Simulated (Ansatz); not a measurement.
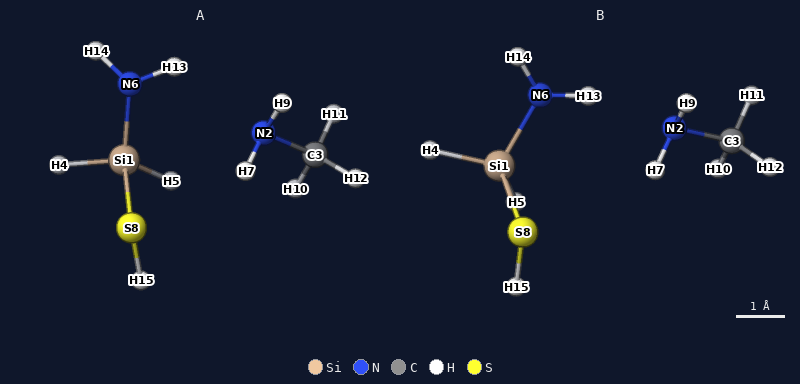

Two geometries of CH$_{10}$N$_{2}$SSi, drawn at one scale. One is the start of a relaxation, the other its converged end. The picture is a ball-and-stick view, seen at a tilt.

Method: RKS B3LYP/6-31G* in Ansatz 0.2.0. (no spin polarisation; force threshold 0.03 eV/Å; at most 50 steps)

Which one is relaxed?

Answer. Structure B is the relaxed one. The run prepares an end point of a later path (reaction) calculation, from a guessed geometry. After 21 accepted moves (23 points after the start) the energy has fallen by 15.2 kJ/mol. The largest force component goes from 0.32 to 0.026 eV/Å. The line search rejected the trial steps at points 14, 17 of the run. The atom that moves furthest after the best rigid fit is H5 (1.27 Å). By element the largest moves are H 1.27 Å, N 0.61 Å, Si 0.53 Å, C 0.47 Å, S 0.21 Å. Among the contacts that change: Si1–S8 2.169 → 2.196 Å, N6–H13 1.012 → 1.028 Å, S8–H15 1.348 → 1.352 Å, Si1–H4 1.489 → 1.485 Å. Bond angles that change, for instance: H5–Si1–N6 118.1° → 113.3°, H13–N6–H14 115.9° → 112.7°, H5–Si1–S8 106.8° → 104.2°.

Limits of the set-up: the start holds two separate molecules, 2.3 Å apart at their closest, whose relative position is a soft coordinate and is computed without a dispersion correction.
